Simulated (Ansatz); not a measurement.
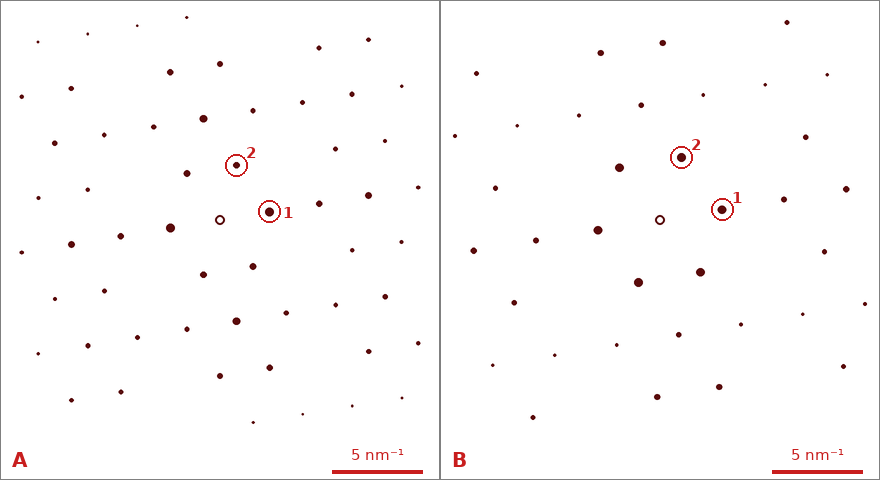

Kinematic electron diffraction patterns (120 kV, B = 0.5 Å², same scale) along [111] of the run's own cell, for the start and the end of one relaxation of TiBr with DFT PBE, scalar-relativistic, plane waves, PAW in Ansatz. k mesh 12×12×8. The start is a generated model structure, and the relaxation ends in the nearest stationary point of its symmetry, not necessarily the ground state. Spot 1 is -1 1 0 and spot 2 is -1 0 1 in both.

Start structure:

```
CELL_PARAMETERS angstrom
4.12280 0.00000 0.00000
-2.06140 3.57045 0.00000
0.00000 0.00000 6.60253
ATOMIC_POSITIONS crystal
Ti 0.33333 0.66667 0.00000
Ti 0.66667 0.33333 0.50000
Br 0.33333 0.66667 0.38210
Br 0.66667 0.33333 0.88210
```

Which pattern belongs to the start structure, and which to the relaxed one?

Answer. A is the start: its cell gives d(1) = 3.570 Å, d(2) = 3.141 Å and an angle of 63.9°. B is the relaxed structure, with d(1) = 2.852 Å (-20.1 %), d(2) = 2.714 Å (-13.6 %) and 61.6°.

Name reflections whose intensity changes strongly on relaxation.

Answer. 1 1 -2 goes from 61 to 12 % of the strongest spot; 2 0 -2 goes from 12 to 2.1 % of the strongest spot; 0 1 -1 goes from 34 to 98 % of the strongest spot.

Summarise the relaxation behind the change.

Answer. The volume changed by -14.7 % to 20.72 Å³ an atom; with the mean shift removed, the atoms moved by up to 0.37 Å relative to the cell (Br most); the space group stayed P6_3mc (No. 186); the free energy fell by 490 meV an atom. Relaxed cell: a = 3.294 Å, b = 3.294 Å, c = 8.822 Å, α = 90.00°, β = 90.00°, γ = 120.00°.
